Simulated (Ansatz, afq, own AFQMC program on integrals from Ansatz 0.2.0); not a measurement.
# BHO2+ (doublet): AFQMC on the coupled-cluster ladder as a vertical ion, def2-TZVP

Aim: compute BHO2+ (doublet) with auxiliary-field quantum Monte Carlo on the same integrals as coupled cluster, and set the energies side by side.

Computed with Ansatz 0.2.0, Gaussian basis, and an in-house AFQMC program (afq) on its integrals; all values are calculated. Level: def2-TZVP, frozen cores.

The runs, in order: PBE (unrestricted); r2SCAN (unrestricted); PBE0 (unrestricted); CCSD(T) on UHF; B3LYP (unrestricted); CCSD(T) on UHF; wB97M-V (unrestricted); B2PLYP (unrestricted); CCSD(T) on UHF; Phaseless AFQMC, CISD trial on UHF.

## 1. What is computed

The geometry is that of the parent species, a PBE0/def2-SVP stationary point (not a proven minimum); the ion is not relaxed.

4 atoms, charge 1, spin multiplicity 2.

Atoms are counted from 1 here; the program's logs count them from 0.

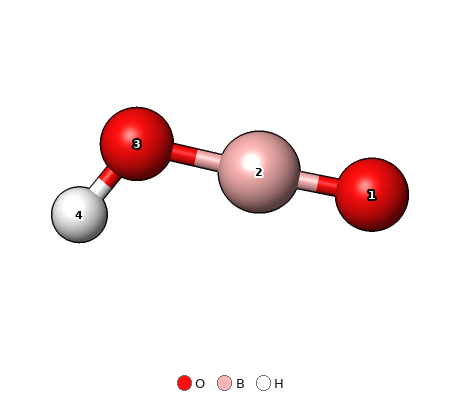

The structure; oxygen red, boron pink, hydrogen white; atoms are numbered from 1 in the order of the file.

## 2. PBE (unrestricted)

in.yaml reads:

```yaml
crystal:
  periodic: [false, false, false]
  atoms:
    - {symbol: O, position_ang: [-1.552128, 0.523197, 0.419569]}
    - {symbol: B, position_ang: [-0.419315, 0.129806, 0.255546]}
    - {symbol: O, position_ang: [0.820009, -0.303630, 0.113754]}
    - {symbol: H, position_ang: [1.151434, -0.349373, -0.788869]}
basis:
  gaussian: {orbitals: def2-TZVP}
total_charge: 1
magnetization: {spin_polarized: true, initial_magnetization: 1}
hamiltonian: {xc: {name: PBE}}
output: {orbitals: {seedname: orbitals}}
```

On the command line:

```sh
ansatz run in.yaml --threads 1 --pin off --events-out ev --progress --plain --max-ram 8192MiB --backend cpu
```

The program printed:

```text
Functional definition: PBE
  name "PBE"
  cite "Perdew, Burke & Ernzerhof, Phys. Rev. Lett. 77, 3865 (1996) doi:10.1103/PhysRevLett.77.3865"
  parent pbe
  parameter kappa = 0.804
  parameter beta = 0.06672455060314922
  exchange = pbe_x(kappa = kappa, mu = beta*pi^2/3)
  correlation = pbe_c(beta = beta)
515 factors; their error is unknown
mean field evaluation 1: about -4758.7136 eV, gradient 7.0e1 eV
mean field evaluation 2: about -4719.6814 eV, gradient 1.2e2 eV
mean field evaluation 4: about -4765.9001 eV, gradient 4.1e1 eV
mean field evaluation 8: about -4773.4285 eV, gradient 6.6e-2 eV
mean field evaluation 16: about -4773.4229 eV, gradient 2.8e-5 eV
mean field evaluation 32: about -4772.9822 eV, gradient 1.1e0 eV
mean field -4773.42293183 eV, -175.4200572026 hartree, gradient 4.4e-6 eV, S^2 0.756390; 4 other end points of the search recorded, 0 dependent functions left out
reference -4773.42295625 eV, -175.4200580999 hartree; 11, 10 occupied and 88, 89 virtual orbitals, 515 factors
Total energy: -4773.42295625 eV, -175.4200580999 hartree
```

Wall time 2.9 s (1 thread of AMD EPYC 7R13 (Zen 3), shared host); peak memory 1.7 GiB.

From the report: ⟨S²⟩ of the determinant 0.756 (pure doublet: 0.75).

## 3. r2SCAN (unrestricted)

in.yaml, as its differences from that of step 2:

```diff
@@ -11,3 +11,2 @@
 magnetization: {spin_polarized: true, initial_magnetization: 1}
-hamiltonian: {xc: {name: PBE}}
-output: {orbitals: {seedname: orbitals}}
+hamiltonian: {xc: {name: r2SCAN}}
```

Same command.

The program printed:

```text
Functional definition: r2SCAN
  name "r2SCAN"
  cite "Furness, Kaplan, Ning, Perdew & Sun, J. Phys. Chem. Lett. 11, 8208 (2020) doi:10.1021/acs.jpclett.0c02405"
  cite "Furness, Kaplan, Ning, Perdew & Sun, J. Phys. Chem. Lett. 11, 9248 (2020) doi:10.1021/acs.jpclett.0c03077"
  parent r2scan
  parameter k0 = 0.174
  parameter k1 = 0.065
  parameter a1 = 4.9479
  exchange = r2scan_x(k0 = k0, k1 = k1, a1 = a1)
  correlation = r2scan_c
515 factors; their error is unknown
mean field evaluation 1: about -4763.9699 eV, gradient 6.5e1 eV
mean field evaluation 2: about -4741.4685 eV, gradient 9.8e1 eV
mean field evaluation 4: about -4773.3975 eV, gradient 2.6e1 eV
mean field evaluation 8: about -4776.2969 eV, gradient 1.5e-1 eV
mean field evaluation 16: about -4776.2919 eV, gradient 2.1e-4 eV
mean field evaluation 32: about -4775.8801 eV, gradient 2.1e-3 eV
mean field -4776.29188388 eV, -175.5254892456 hartree, gradient 9.4e-6 eV, S^2 0.763039; 4 other end points of the search recorded, 0 dependent functions left out
reference -4776.29188986 eV, -175.5254894655 hartree; 11, 10 occupied and 88, 89 virtual orbitals, 515 factors
Total energy: -4776.29188986 eV, -175.5254894655 hartree
```

It took 6.5 s on 1 thread of AMD EPYC 7R13 (Zen 3), shared host; peak memory 1.7 GiB.

From the report: ⟨S²⟩ of the determinant 0.763 (pure doublet: 0.75).

## 4. PBE0 (unrestricted)

in.yaml, as its differences from that of step 3:

```diff
@@ -11,2 +11,3 @@
 magnetization: {spin_polarized: true, initial_magnetization: 1}
-hamiltonian: {xc: {name: r2SCAN}}
+hamiltonian: {xc: {name: PBE0}}
+output: {orbitals: {seedname: orbitals}}
```

The command is unchanged.

The program printed:

```text
Functional definition: PBE0
  name "PBE0"
  cite "Adamo & Barone, J. Chem. Phys. 110, 6158 (1999) doi:10.1063/1.478522"
  cite "Perdew, Burke & Ernzerhof, Phys. Rev. Lett. 77, 3865 (1996) doi:10.1103/PhysRevLett.77.3865"
  parent pbe
  parameter a = 0.25
  parameter kappa = 0.804
  parameter beta = 0.06672455060314922
  exchange = (1 - a)*pbe_x(kappa = kappa, mu = beta*pi^2/3) + a*exact_x
  correlation = pbe_c(beta = beta)
515 factors; their error is unknown
mean field evaluation 1: about -4763.0393 eV, gradient 5.8e1 eV
mean field evaluation 2: about -4751.8366 eV, gradient 7.9e1 eV
mean field evaluation 4: about -4773.0195 eV, gradient 8.1e0 eV
mean field evaluation 8: about -4773.2750 eV, gradient 1.5e-1 eV
mean field evaluation 16: about -4773.2859 eV, gradient 1.4e-4 eV
mean field -4773.28591292 eV, -175.4150218504 hartree, gradient 1.6e-5 eV, S^2 0.763081; 1 other end points of the search recorded, 0 dependent functions left out
reference -4773.28592947 eV, -175.4150224588 hartree; 11, 10 occupied and 88, 89 virtual orbitals, 515 factors
Total energy: -4773.28592947 eV, -175.4150224588 hartree
```

It took 3.3 s on 1 thread of AMD EPYC 7R13 (Zen 3), shared host; peak memory 1.7 GiB.

From the report: ⟨S²⟩ of the determinant 0.763 (pure doublet: 0.75).

## 5. CCSD(T) on UHF

in.yaml, as its differences from that of step 4:

```diff
@@ -11,3 +11,2 @@
 magnetization: {spin_polarized: true, initial_magnetization: 1}
-hamiltonian: {xc: {name: PBE0}}
-output: {orbitals: {seedname: orbitals}}
+correlation: {method: ccsd_t, electrons: outside_noble_gas, hamiltonian_folder: ham}
```

On the command line:

```sh
ansatz run in.yaml --threads 1 --pin off --events-out ev --progress --plain --max-ram 24576MiB --backend cuda --devices 0, --max-vram 18GiB
```

The program printed, cut to the lines that bear on the results:

```text
Functional definition: HF
  name "HF"
  cite "Fock, Z. Phys. 61, 126 (1930) doi:10.1007/BF01340294"
  parent pbe
[...]
666 factors; integrals over basis functions are off by at most 1.3e-3 eV
[...]
mean field -4755.57548388 eV, -174.7641755879 hartree, gradient 2.9e-6 eV, S^2 0.759941; 9 other end points of the search recorded, 0 dependent functions left out
determinant -4755.57548388 eV, -174.7641755879 hartree, with singles and doubles -4769.15915275 eV, -175.2633662113 hartree
determinant -4755.41276316 eV, -174.7581957114 hartree, with singles and doubles -4768.88337103 eV, -175.2532314201 hartree
determinant -4753.28526801 eV, -174.6800117068 hartree, with singles and doubles -4766.89973811 eV, -175.1803342549 hartree
determinant -4755.57548388 eV, -174.7641755879 hartree, with singles and doubles -4769.15575309 eV, -175.2632412761 hartree
determinant -4755.41276316 eV, -174.7581957114 hartree, with singles and doubles -4768.86695994 eV, -175.2526283236 hartree
3 core orbitals not correlated: weight in the atoms' cores, before any rotation towards them, 1.000 or more for the frozen orbitals, at most 0.000 for the correlated occupied ones
reference -4755.57548388 eV, -174.7641755879 hartree; 8, 7 occupied and 88, 89 virtual orbitals, 666 factors
second order -13.08252275 eV of doubles, -0.00000000 eV of singles
cycle   1  -13.58026972 eV  change   -5.1e-7 eV  update   1.8e-6
perturbative correction -0.51020885 eV, -0.0187498292 hartree
Total energy: -4769.66596244 eV, -175.2819911241 hartree
```

Wall time 14 s (1 × NVIDIA H100 80GB HBM3 with 1 thread of AMD EPYC 7R13 (Zen 3), shared host); peak host memory 1.7 GiB.

From the report: ⟨S²⟩ of the determinant 0.760 (pure doublet: 0.75); correlation -14.0905 eV; T1 0.032; largest double amplitude 0.05.

This run also writes the integrals to the folder ham.

## 6. B3LYP (unrestricted)

in.yaml, as its differences from that of step 5:

```diff
@@ -11,2 +11,2 @@
 magnetization: {spin_polarized: true, initial_magnetization: 1}
-correlation: {method: ccsd_t, electrons: outside_noble_gas, hamiltonian_folder: ham}
+hamiltonian: {xc: {name: B3LYP}}
```

On the command line:

```sh
ansatz run in.yaml --threads 1 --pin off --events-out ev --progress --plain --max-ram 8192MiB --backend cpu
```

The program printed, cut to the lines that bear on the results:

```text
Functional definition: B3LYP
  name "B3LYP"
  cite "Stephens, Devlin, Chabalowski & Frisch, J. Phys. Chem. 98, 11623 (1994) doi:10.1021/j100096a001"
  cite "Becke, Phys. Rev. A 38, 3098 (1988) doi:10.1103/PhysRevA.38.3098"
  cite "Lee, Yang & Parr, Phys. Rev. B 37, 785 (1988) doi:10.1103/PhysRevB.37.785"
  cite "Vosko, Wilk & Nusair, Can. J. Phys. 58, 1200 (1980) doi:10.1139/p80-159"
[...]
515 factors; their error is unknown
[...]
mean field -4778.75658182 eV, -175.6160652244 hartree, gradient 4.6e-6 eV, S^2 0.761861; 1 other end points of the search recorded, 0 dependent functions left out
reference -4778.75674072 eV, -175.6160710637 hartree; 11, 10 occupied and 88, 89 virtual orbitals, 515 factors
Total energy: -4778.75674072 eV, -175.6160710637 hartree
```

Run time: 3.6 s. Hardware: 1 thread of AMD EPYC 7R13 (Zen 3), shared host; peak memory 1.7 GiB.

From the report: ⟨S²⟩ of the determinant 0.762 (pure doublet: 0.75).

## 7. CCSD(T) on UHF

in.yaml, as its differences from that of step 6:

```diff
@@ -8,5 +8,5 @@
 basis:
-  gaussian: {orbitals: def2-TZVP}
+  gaussian: {orbitals: def2-TZVPP}
 total_charge: 1
 magnetization: {spin_polarized: true, initial_magnetization: 1}
-hamiltonian: {xc: {name: B3LYP}}
+correlation: {method: ccsd_t, electrons: outside_noble_gas}
```

On the command line:

```sh
ansatz run in.yaml --threads 1 --pin off --events-out ev --progress --plain --max-ram 24576MiB --backend cuda --devices 0, --max-vram 18GiB
```

The program printed, cut to the lines that bear on the results:

```text
Functional definition: HF
  name "HF"
  cite "Fock, Z. Phys. 61, 126 (1930) doi:10.1007/BF01340294"
  parent pbe
[...]
691 factors; integrals over basis functions are off by at most 1.2e-3 eV
[...]
mean field -4755.61851221 eV, -174.7657568498 hartree, gradient 2.9e-6 eV, S^2 0.759920; 9 other end points of the search recorded, 0 dependent functions left out
determinant -4755.61851221 eV, -174.7657568498 hartree, with singles and doubles -4769.27334542 eV, -175.2675627148 hartree
determinant -4755.45641029 eV, -174.7597997139 hartree, with singles and doubles -4768.99873872 eV, -175.2574711047 hartree
determinant -4753.32871293 eV, -174.6816082782 hartree, with singles and doubles -4767.01924006 eV, -175.1847258706 hartree
determinant -4755.61851221 eV, -174.7657568498 hartree, with singles and doubles -4769.26187912 eV, -175.2671413359 hartree
determinant -4755.45641029 eV, -174.7597997139 hartree, with singles and doubles -4768.97467174 eV, -175.2565866594 hartree
3 core orbitals not correlated: weight in the atoms' cores, before any rotation towards them, 1.000 or more for the frozen orbitals, at most 0.000 for the correlated occupied ones
reference -4755.61851221 eV, -174.7657568498 hartree; 8, 7 occupied and 96, 97 virtual orbitals, 691 factors
second order -13.15444851 eV of doubles, -0.00000000 eV of singles
cycle   1  -13.64336732 eV  change   -4.1e-7 eV  update   1.8e-6
perturbative correction -0.51493027 eV, -0.0189233385 hartree
Total energy: -4769.77680981 eV, -175.2860646895 hartree
```

Wall time 12 s (1 × NVIDIA H100 80GB HBM3 with 1 thread of AMD EPYC 7R13 (Zen 3), shared host); peak host memory 1.7 GiB.

From the report: ⟨S²⟩ of the determinant 0.760 (pure doublet: 0.75); correlation -14.1583 eV; T1 0.032; largest double amplitude 0.05.

## 8. wB97M-V (unrestricted)

in.yaml, as its differences from that of step 7:

```diff
@@ -8,5 +8,6 @@
 basis:
-  gaussian: {orbitals: def2-TZVPP}
+  gaussian: {orbitals: def2-TZVP}
 total_charge: 1
 magnetization: {spin_polarized: true, initial_magnetization: 1}
-correlation: {method: ccsd_t, electrons: outside_noble_gas}
+hamiltonian: {xc: {name: wB97M-V}}
+output: {orbitals: {seedname: orbitals}}
```

On the command line:

```sh
ansatz run in.yaml --threads 1 --pin off --events-out ev --progress --plain --max-ram 8192MiB --backend cpu
```

The program printed, cut to the lines that bear on the results:

```text
Functional definition: wB97M-V
  name "wB97M-V"
  cite "Mardirossian & Head-Gordon, J. Chem. Phys. 144, 214110 (2016) doi:10.1063/1.4952647"
  cite "Becke, J. Chem. Phys. 107, 8554 (1997) doi:10.1063/1.475007"
  cite "Vydrov & Van Voorhis, J. Chem. Phys. 133, 244103 (2010) doi:10.1063/1.3521275"
  # Of w^i u^j: cxij and so on, Table III.
[...]
  gx(w, u) = 1 - cx + cx01*u + cx10*w
  gss(w, u) = css00 + css04*u^4 + css10*w + css20*w^2 + css43*w^4*u^3
  gos(w, u) = cos00 + cos10*w + (cos20 + cos21*u)*w^2 + (cos60 + cos61*u)*w^6
[...]
      + integral(e_c_pw_mod_opposite_spin*gos(b97_w_opposite, b97_u_opposite)) + vv10(b, c)
515 factors; their error is unknown
121 factors; integrals over basis functions are off by at most 2.9e-5 eV
[...]
mean field -4777.26669231 eV, -175.5613127948 hartree, gradient 1.7e-5 eV, S^2 0.760526; 1 other end points of the search recorded, 0 dependent functions left out
reference -4777.26672056 eV, -175.5613138327 hartree; 11, 10 occupied and 88, 89 virtual orbitals, 515 factors
Total energy: -4777.26672056 eV, -175.5613138327 hartree
```

Run time: 12 s. Hardware: 1 thread of AMD EPYC 7R13 (Zen 3), shared host; peak memory 1.7 GiB.

From the report: ⟨S²⟩ of the determinant 0.761 (pure doublet: 0.75).

## 9. B2PLYP (unrestricted)

in.yaml, as its differences from that of step 8:

```diff
@@ -11,3 +11,3 @@
 magnetization: {spin_polarized: true, initial_magnetization: 1}
-hamiltonian: {xc: {name: wB97M-V}}
-output: {orbitals: {seedname: orbitals}}
+hamiltonian: {xc: {name: B2PLYP}}
+correlation: {electrons: outside_noble_gas}
```

Same command.

The program printed, cut to the lines that bear on the results:

```text
Functional definition: B2PLYP
  name "B2PLYP"
  cite "Grimme, J. Chem. Phys. 124, 034108 (2006) doi:10.1063/1.2148954"
  cite "Becke, Phys. Rev. A 38, 3098 (1988) doi:10.1103/PhysRevA.38.3098"
  cite "Lee, Yang & Parr, Phys. Rev. B 37, 785 (1988) doi:10.1103/PhysRevB.37.785"
[...]
666 factors; integrals over basis functions are off by at most 1.3e-3 eV
[...]
mean field -4771.02488386 eV, -175.3319305650 hartree, gradient 5.6e-6 eV, S^2 0.762956; 2 other end points of the search recorded, 0 dependent functions left out
3 core orbitals not correlated: weight in the atoms' cores, before any rotation towards them, 1.000 or more for the frozen orbitals, at most 0.000 for the correlated occupied ones
reference -4771.02498063 eV, -175.3319341212 hartree; 8, 7 occupied and 88, 89 virtual orbitals, 666 factors
second order -16.08717783 eV of doubles, -0.00000000 eV of singles
Total energy: -4775.36851864 eV, -175.4915561990 hartree
```

Wall time 4.7 s (1 thread of AMD EPYC 7R13 (Zen 3), shared host); peak memory 1.7 GiB.

From the report: ⟨S²⟩ of the determinant 0.763 (pure doublet: 0.75).

## 10. CCSD(T) on UHF

in.yaml, as its differences from that of step 9:

```diff
@@ -8,6 +8,5 @@
 basis:
-  gaussian: {orbitals: def2-TZVP}
+  gaussian: {orbitals: "def2-QZVPP.json"}
 total_charge: 1
 magnetization: {spin_polarized: true, initial_magnetization: 1}
-hamiltonian: {xc: {name: B2PLYP}}
-correlation: {electrons: outside_noble_gas}
+correlation: {method: ccsd_t, electrons: outside_noble_gas}
```

On the command line:

```sh
ansatz run in.yaml --threads 1 --pin off --events-out ev --progress --plain --max-ram 24576MiB --backend cuda --devices 0, --max-vram 18GiB
```

The program printed, cut to the lines that bear on the results:

```text
Functional definition: HF
  name "HF"
  cite "Fock, Z. Phys. 61, 126 (1930) doi:10.1007/BF01340294"
  parent pbe
[...]
1263 factors; integrals over basis functions are off by at most 1.1e-3 eV
[...]
mean field -4755.85701598 eV, -174.7745217017 hartree, gradient 1.5e-6 eV, S^2 0.760056; 9 other end points of the search recorded, 0 dependent functions left out
determinant -4755.85701598 eV, -174.7745217017 hartree, with singles and doubles -4770.62479333 eV, -175.3172275094 hartree
determinant -4755.69554588 eV, -174.7685877848 hartree, with singles and doubles -4770.35803020 eV, -175.3074241451 hartree
determinant -4753.56897746 eV, -174.6904378369 hartree, with singles and doubles -4768.36882035 eV, -175.2343220315 hartree
determinant -4755.85701598 eV, -174.7745217017 hartree, with singles and doubles -4770.46987743 eV, -175.3115344549 hartree
determinant -4755.69554588 eV, -174.7685877848 hartree, with singles and doubles -4770.18973364 eV, -175.3012393604 hartree
3 core orbitals not correlated: weight in the atoms' cores, before any rotation towards them, 1.000 or more for the frozen orbitals, at most 0.000 for the correlated occupied ones
reference -4755.85701598 eV, -174.7745217017 hartree; 8, 7 occupied and 190, 191 virtual orbitals, 1263 factors
second order -14.25816326 eV of doubles, -0.00000000 eV of singles
cycle   1  -14.61286074 eV  change    7.0e-7 eV  update   2.0e-6
perturbative correction -0.57955072 eV, -0.0212980962 hartree
Total energy: -4771.04942745 eV, -175.3328325252 hartree
```

Wall time 16 s (1 × NVIDIA H100 80GB HBM3 with 1 thread of AMD EPYC 7R13 (Zen 3), shared host); peak host memory 1.7 GiB.

From the report: ⟨S²⟩ of the determinant 0.760 (pure doublet: 0.75); correlation -15.1924 eV; T1 0.031; largest double amplitude 0.05.

## 11. Phaseless AFQMC, CISD trial on UHF

It reads the integrals that the CCSD(T) run on this determinant wrote.

On the command line:

```sh
afq ham --method phaseless --trial cisd --walkers 1000 --populations 20 --least-time 60 --time-step 0.005 --steps-per-block 50 --equilibration-blocks 28 --max-blocks 4000 --target-error 0.00023 --factor-cut 1e-05 --start spin_pure --seed 623 --release-times 0.24,0.51,0.99,1.5 --release-step 0.03 --release-every 4 --taylor-order 6
```

The program printed:

```text
orbitals 96  electrons 8 7  factors 666 of 666
reference energy -174.76417559 Eh
CCSD correlation -0.49906589 Eh in 14 cycles, weight of the determinant in the CISD state 0.8571
energy of the start -175.263075 Eh
 block  time / (1/Eh)  mean weight  energy / Eh
     1     0.250  0.9998  -175.259558
     2     0.500  0.9999  -175.268890
     3     0.750  0.9995  -175.272609
     4     1.000  0.9987  -175.275194
     5     1.250  1.0002  -175.278066
     6     1.500  1.0004  -175.278253
     7     1.750  0.9994  -175.278142
     8     2.000  1.0003  -175.279705
     9     2.250  1.0009  -175.280088
    10     2.500  1.0004  -175.280780
    11     2.750  1.0005  -175.281995
    16     4.000  1.0000  -175.283228
    21     5.250  0.9993  -175.281122
    26     6.500  0.9994  -175.282514
    31     7.750  1.0011  -175.283895
    36     9.000  0.9996  -175.283509
    41    10.250  1.0010  -175.284295
    46    11.500  1.0007  -175.286113
    51    12.750  0.9991  -175.285288
    56    14.000  1.0004  -175.282786
    61    15.250  0.9992  -175.281595
    66    16.500  1.0000  -175.288120
    71    17.750  1.0007  -175.285372
    76    19.000  1.0010  -175.283210
    81    20.250  0.9991  -175.285652
    86    21.500  1.0002  -175.280112
    91    22.750  0.9992  -175.284130
    96    24.000  0.9986  -175.285298
   101    25.250  1.0008  -175.285487
   106    26.500  1.0006  -175.286516
   111    27.750  1.0005  -175.290278
   116    29.000  0.9988  -175.285845
   121    30.250  0.9985  -175.282472
   126    31.500  1.0012  -175.286042
   131    32.750  0.9999  -175.280951
   136    34.000  1.0003  -175.275690
   141    35.250  1.0000  -175.283316
   146    36.500  0.9996  -175.282421
   151    37.750  0.9996  -175.281866
   156    39.000  0.9997  -175.284847
   161    40.250  1.0006  -175.287705
   166    41.500  1.0000  -175.290171
   171    42.750  1.0004  -175.283619
   176    44.000  1.0015  -175.279361
   181    45.250  0.9996  -175.284359
   186    46.500  1.0023  -175.281456
   191    47.750  0.9999  -175.294460
   196    49.000  1.0010  -175.281457
   201    50.250  1.0010  -175.290043
   206    51.500  1.0006  -175.280027
   211    52.750  0.9993  -175.286979
error from the spread of 20 populations
released: time / (1/Eh)  energy / Eh  error  mean overlap
  0.24  -175.286968  0.002675  0.9955
  0.51  -175.284207  0.000319  0.9922
  0.99  -175.284509  0.000461  0.9800
  1.50  -175.284041  0.000652  0.9764
energy -175.284173 +/- 0.000315 Eh
```

Wall time 2.8 min (1 × NVIDIA H100 80GB HBM3 with 2 threads of AMD EPYC 7R13 (Zen 3), shared host); peak host memory 2 GiB.

Energy -4769.7253 ± 0.0086 eV. Caveats: constraint bias not in the error.

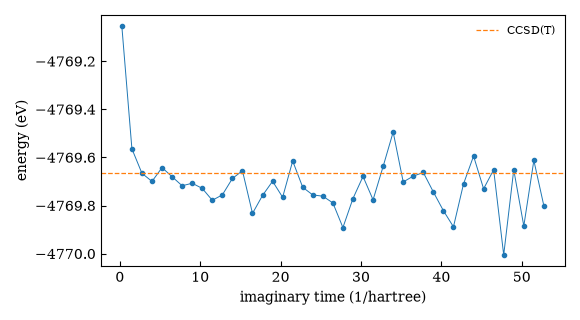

Block energies along the walk.

## 12. All levels side by side

On the UHF determinant, counted from CCSD(T) (a yardstick, not exact):

```
                                                level  energy (eV)  from CCSD(T) (meV)  statistical error (meV)     time
                                                   HF   -4755.5755            +14090.5                                  
                                                  MP2   -4768.6580             +1008.0                                  
                                                 CCSD   -4769.1558              +510.2                                  
                                              CCSD(T)   -4769.6660                 0.0                                  
Phaseless AFQMC, CISD trial, step 0.005, 1000 walkers   -4769.7253               -59.4                      8.6  2.8 min
```

The functionals' totals stand on their own zeros and serve differences with other points: PBE -4773.423 eV; r2SCAN -4776.292 eV; PBE0 -4773.286 eV; B3LYP -4778.757 eV; wB97M-V -4777.267 eV; B2PLYP -4775.369 eV.

## 13. What came out

| quantity | value |
| --- | --- |
| Phaseless AFQMC, CISD trial on UHF from CCSD(T) | -59.4 ± 8.6 meV |

On UHF the phaseless walk with the CISD trial lies -59.4 meV from CCSD(T), 7 times its error bar. Error bars are statistical and leave out the constraint, the time step and what remains of the start.
